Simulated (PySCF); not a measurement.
# BHBr (SMILES [BH]Br) at FCI/STO-3G

Aim: the vertical doublet–quartet gap of BHBr at FCI/STO-3G, from 2 runs. 

The results are computed with PySCF 2.14.0.

19 further runs of the same task are left out: 8 that didn't finish, 11 set aside as unsound or not needed.

### Step 1. The system as given

BHBr has 3 atoms, charge 0, and is taken as a doublet. As SMILES, `[BH]Br`. The coordinates come from a PBE0-D4/def2-TZVP relaxation.

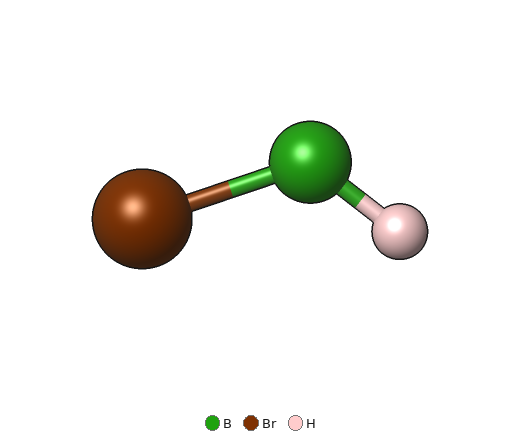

Viewed from a chosen angle; boron green, bromine brown, hydrogen pink.

### Step 2. A single-point energy at FCI/STO-3G

The input, start.xyz:

```xyz
3
BBrH
B     -0.094500    -0.523000    -0.115700
Br     1.181000     0.563200     0.709800
H     -1.097400    -0.105000    -0.607300
```

The input, input.py:

```python
# [BH]Br
from pyscf import gto, scf, mcscf

molecule = gto.Mole()
molecule.atom = 'start.xyz'
molecule.charge = 0
molecule.basis = 'sto-3g'
molecule.spin = 1
molecule.max_memory = 1860
molecule.verbose = 4
molecule.build()

mf = scf.ROHF(molecule)
mf.conv_tol = 1e-10
mf.kernel()
if not mf.converged:
    mf = mf.newton().run(mf.mo_coeff, mf.mo_occ)

cas = mcscf.CASCI(mf, mf.mo_coeff.shape[-1] - 10, (molecule.nelec[0] - 10, molecule.nelec[1] - 10))  # full CI above the frozen core
cas.fix_spin_(ss=0.75)
cas.kernel()
e_final = cas.e_tot
print('Final energy', e_final)
```

The run is started by

```console
OMP_NUM_THREADS=1 python input.py
```

Log:

```text
PySCF version 2.14.0

[INPUT] num. atoms = 3
[INPUT] num. electrons = 41
[INPUT] charge = 0
[INPUT] spin (= nelec alpha-beta = 2S) = 1
[INPUT] symmetry False subgroup None
[INPUT] Mole.unit = angstrom
[INPUT] Symbol           X                Y                Z      unit          X                Y                Z       unit  Magmom
[INPUT]  1 B     -0.094500000000  -0.523000000000  -0.115700000000 AA   -0.178579118771  -0.988326763148  -0.218641312612 Bohr   0.0
[INPUT]  2 Br     1.181000000000   0.563200000000   0.709800000000 AA    2.231766553111   1.064293753355   1.341327603216 Bohr   0.0
[INPUT]  3 H     -1.097400000000  -0.105000000000  -0.607300000000 AA   -2.073785449098  -0.198421243079  -1.147630675448 Bohr   0.0

nuclear repulsion = 58.6237283812187
number of shells = 12
number of NR pGTOs = 72
number of NR cGTOs = 24
basis = sto-3g
ecp = {}

******** <class 'pyscf.scf.rohf.ROHF'> ********
method = ROHF
initial guess = minao
damping factor = 0
level_shift factor = 0
DIIS = <class 'pyscf.scf.diis.CDIIS'>
diis_start_cycle = 1
diis_space = 8
diis_damp = 0
SCF conv_tol = 1e-10
SCF conv_tol_grad = None
SCF max_cycles = 50
direct_scf = True
direct_scf_tol = 1e-13
num. doubly occ = 20  num. singly occ = 1
Set gradient conv threshold to 1e-05
init E= -2565.80233703563
  HOMO = -0.0979465990286048  LUMO = 0.0407023193055019  gap/eV = 3.77283
cycle= 1 E= -2569.47374402342  delta_E= -3.67  |g|= 0.324  |ddm|= 1.49
  HOMO = -0.0820408996349368  LUMO = 0.172576256604797  gap/eV = 6.92849
cycle= 2 E= -2569.54830569796  delta_E= -0.0746  |g|= 0.101  |ddm|= 0.798
  HOMO = -0.000480764455780158  LUMO = 0.251958713139004  gap/eV = 6.86923
cycle= 3 E= -2569.56005264152  delta_E= -0.0117  |g|= 0.0363  |ddm|= 0.261
  HOMO = -0.0192636046451115  LUMO = 0.244818513184524  gap/eV = 7.18604
cycle= 4 E= -2569.56116206117  delta_E= -0.00111  |g|= 0.00488  |ddm|= 0.102
  HOMO = -0.0199772316574065  LUMO = 0.244927082470534  gap/eV = 7.20841
cycle= 5 E= -2569.56118386256  delta_E= -2.18e-05  |g|= 0.00143  |ddm|= 0.0118
  HOMO = -0.0198884257800898  LUMO = 0.244973177682187  gap/eV = 7.20725
cycle= 6 E= -2569.56118635095  delta_E= -2.49e-06  |g|= 0.000345  |ddm|= 0.00421
  HOMO = -0.0199242827901367  LUMO = 0.245022255323548  gap/eV = 7.20956
cycle= 7 E= -2569.56118653614  delta_E= -1.85e-07  |g|= 6.13e-05  |ddm|= 0.00118
  HOMO = -0.0199269778189666  LUMO = 0.245025958344104  gap/eV = 7.20974
cycle= 8 E= -2569.56118654148  delta_E= -5.34e-09  |g|= 7.94e-06  |ddm|= 0.000192
  HOMO = -0.0199262354023778  LUMO = 0.245026881041171  gap/eV = 7.20974
cycle= 9 E= -2569.56118654156  delta_E= -7.91e-11  |g|= 1.79e-06  |ddm|= 2.87e-05
  HOMO = -0.0199260189781165  LUMO = 0.245027062217746  gap/eV = 7.20974
Extra cycle  E= -2569.56118654157  delta_E= -3.18e-12  |g|= 7.04e-07  |ddm|= 4.25e-06
converged SCF energy = -2569.56118654157

******** <class 'pyscf.mcscf.casci.CASCI'> ********
CAS (11e+10e, 14o), ncore = 10, nvir = 0
natorb = False
canonicalization = True
sorting_mo_energy = False
******** <class 'pyscf.fci.addons.SpinPenaltyFCISolver'> ********
max. cycles = 200
conv_tol = 1e-08
davidson only = True
linear dependence = 1e-12
level shift = 0.001
max iter space = 12
nroots = 1
pspace_size = 400
spin = None
Density matrix diagonal elements [1.99998239 1.99999616 1.99999734 1.99999978 1.99999965 1.99570436
 1.97730839 1.97740119 1.97515735 1.99284158 1.0003615  0.03499032
 0.02620308 0.02005691]
CASCI converged
CASCI E = -2569.61010542140  E(CI) = -172.348029188026  S^2 = 0.7500000
Final energy -2569.6101054213996
```

Run time: 12 s. Hardware: 1 thread of Arm Neoverse V1, shared host; peak memory 0.19 GiB.

### Step 3. The quartet at the same level

The input, input.py:

```python
from pyscf import gto, mcscf

molecule = gto.Mole()
molecule.atom = [
    ('B', (-0.094500, -0.523000, -0.115700)),
    ('Br', (1.181000, 0.563200, 0.709800)),
    ('H', (-1.097400, -0.105000, -0.607300)),
]
molecule.verbose = 3
molecule.max_memory = 1860
molecule.basis = 'sto-3g'
molecule.spin = 3
molecule.build()

mf = molecule.ROHF()
mf.conv_tol = 1e-10
mf.kernel()
if not mf.converged:
    mf = mf.newton().run(mf.mo_coeff, mf.mo_occ)

cas = mcscf.CASCI(mf, mf.mo_coeff.shape[-1] - 10, (molecule.nelec[0] - 10, molecule.nelec[1] - 10))  # full CI above the frozen core
cas.fix_spin_(ss=3.75)
cas.kernel()
energy = cas.e_tot
print('E = %.10f Eh' % energy)
```

The run is started by

```console
OMP_NUM_THREADS=1 python input.py
```

Log:

```text
converged SCF energy = -2569.36017850316
CASCI E = -2569.39203108713  E(CI) = -172.119729139075  S^2 = 3.7500000
E = -2569.3920310871 Eh
```

It took 6.9 s on 1 thread of Arm Neoverse V1, shared host; peak memory 0.16 GiB.

### Step 4. Outcome

At FCI/STO-3G, 10 core orbitals frozen:

| quantity | value |
| --- | --- |
| doublet: total energy | -2569.61011 Eh |
| doublet: dipole moment (Hartree–Fock density) | 0.94 D |
| doublet: correlation energy (10 core orbitals frozen) | -48.9 mEh |
| quartet: total energy | -2569.39203 Eh |
| quartet: dipole moment (Hartree–Fock density) | 3.80 D |
| quartet: correlation energy (10 core orbitals frozen) | -31.9 mEh |
| vertical energy of the quartet above the doublet | 5.934 eV |

What this shows: At this shape the quartet lies 5.93 eV (137 kcal/mol) above the doublet. In a minimal basis such a difference can be off by several eV, whatever the method. Mulliken charges (quartet) of the mean-field density run from -0.26 on B1 to +0.36 on Br2.
